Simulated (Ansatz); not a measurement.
**C2H7FInN (SMILES C[NH][In]([CH3])[F]): density, localisation and related maps**

The calculation's input:

```
crystal:
  periodic: [false, false, false]
  atoms:
    - {symbol: C, position_ang: [-1.715852, -0.070020, 1.336503]}
    - {symbol: N, position_ang: [-0.622664, 0.812290, 1.009381]}
    - {symbol: In, position_ang: [0.842743, 0.579138, -0.317809]}
    - {symbol: C, position_ang: [1.477166, -0.870359, -1.730823]}
    - {symbol: F, position_ang: [1.933503, 2.212915, -0.177798]}
    - {symbol: H, position_ang: [-2.696420, 0.384307, 1.142156]}
    - {symbol: H, position_ang: [-1.665935, -0.980816, 0.733921]}
    - {symbol: H, position_ang: [-1.701272, -0.385735, 2.388035]}
    - {symbol: H, position_ang: [-0.619323, 1.669760, 1.538704]}
    - {symbol: H, position_ang: [2.355289, -0.485847, -2.247139]}
    - {symbol: H, position_ang: [0.683277, -1.064370, -2.451660]}
    - {symbol: H, position_ang: [1.729488, -1.801273, -1.223461]}
basis:
  gaussian: {orbitals: def2-TZVPP}
hamiltonian: {xc: pbe0, dispersion: d4}
output: {orbitals: {seedname: orbitals}}
```

Run with:

```sh
ansatz run in.yaml --threads 2 --pin off --events-out ev --progress --plain --max-ram 32768MiB --backend cpu
```

Geometry: PBE0-D4/def2-TZVP; core potentials replace the inner electrons of In.

Level of theory: RKS PBE0-D4/def2-TZVPP in Ansatz 0.2.0.

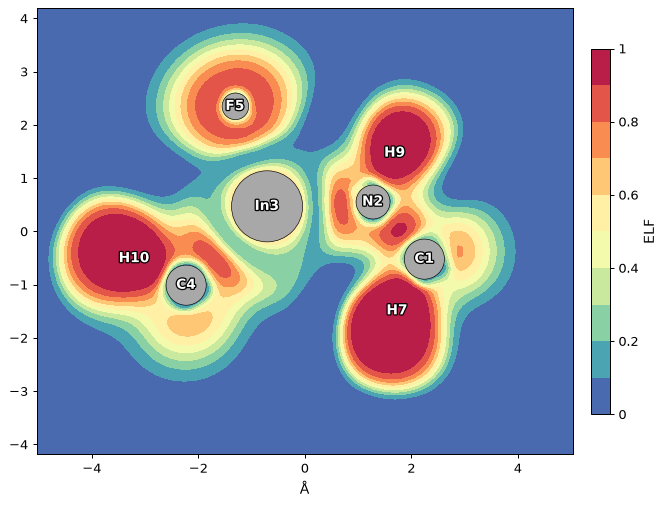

Figure 1. ELF on the plane of atoms N2, C1 and H7. Grey discs cover the atomic cores.

Q: What do the fields say about this system?

A: The section cuts through C, N, In, F and H sites. C–N (1.44 Å): the ELF peaks at about 0.90 between the atoms, as expected for localised, covalent bonding. In–F (1.97 Å): the ELF peaks at about 0.80 in the valence shell of F, 0.5 Å from its nucleus, and drops to about 0.10 between the two atoms. In–N (1.99 Å): the ELF peaks at about 0.85 in the valence shell of N, 0.6 Å from its nucleus, and drops to about 0.15 between the two atoms. C–In (2.12 Å): the ELF peaks at about 0.85 in the valence shell of C, 0.7 Å from its nucleus, and drops to about 0.20 between the two atoms. N–H (1.01 Å): the ELF climbs to about 1 towards the hydrogen, as it does in any bond to H: an ordinary covalent bond to hydrogen. The ELF also peaks beside F5, away from the bonds: lone-pair regions.

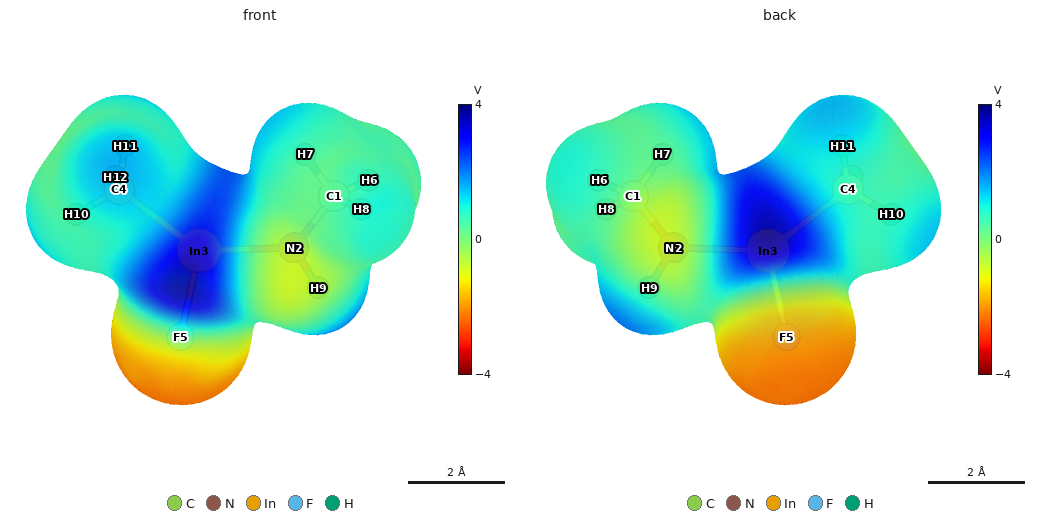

Figure 2. The molecular electrostatic potential painted on the density surface at 0.004 e/bohr³, seen from the front and from behind; red is negative and blue positive.

Q: Describe the electrostatic potential map.

A: The most negative region (about −2.3 V) lies over F5, the most positive (about +3.6 V) over In3.

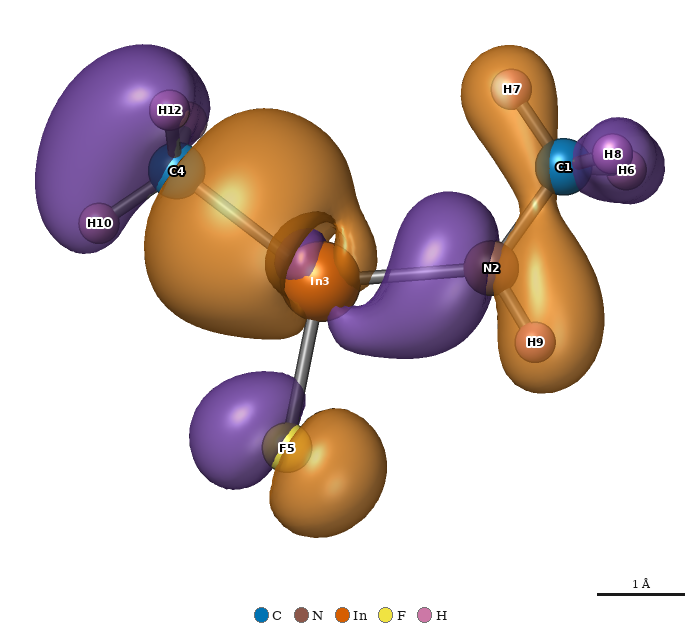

Figure 3. The HOMO−1 at ±0.08 Å⁻³ᐟ² (orange and purple are the two phases), seen across its widest extent.

Q: Describe this orbital and give its energy.

A: By Hirshfeld shares it lies mainly on C4 (about 30 %), In3 (about 20 %), F5 (about 15 %) and N2 (about 15 %). Its energy is −8.44 eV.

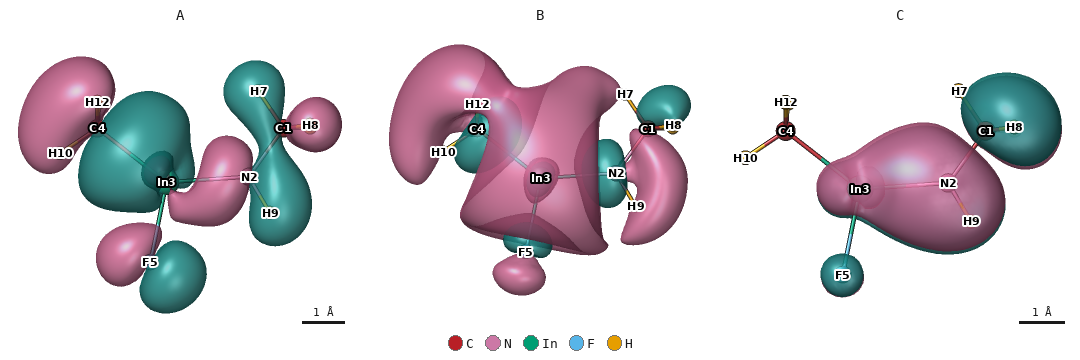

Figure 4. Three frontier orbitals at ±0.05 Å⁻³ᐟ² (teal and pink are the two phases), in no order.

Q: Order the three orbitals by energy and name them.

A: A is the HOMO−1 (−8.44 eV). By Hirshfeld shares it lies mainly on C4 (about 30 %), In3 (about 20 %), F5 (about 15 %) and N2 (about 15 %). C is the HOMO (−6.52 eV). It lies mainly on N2 (about 60 %), In3 (about 10 %) and C1 (about 10 %). B is the LUMO (−0.73 eV). By Hirshfeld shares it lies mainly on In3 (about 50 %), C4 (about 20 %) and N2 (about 10 %).

Q: What is the HOMO–LUMO gap?

A: 5.79 eV between the orbital energies.
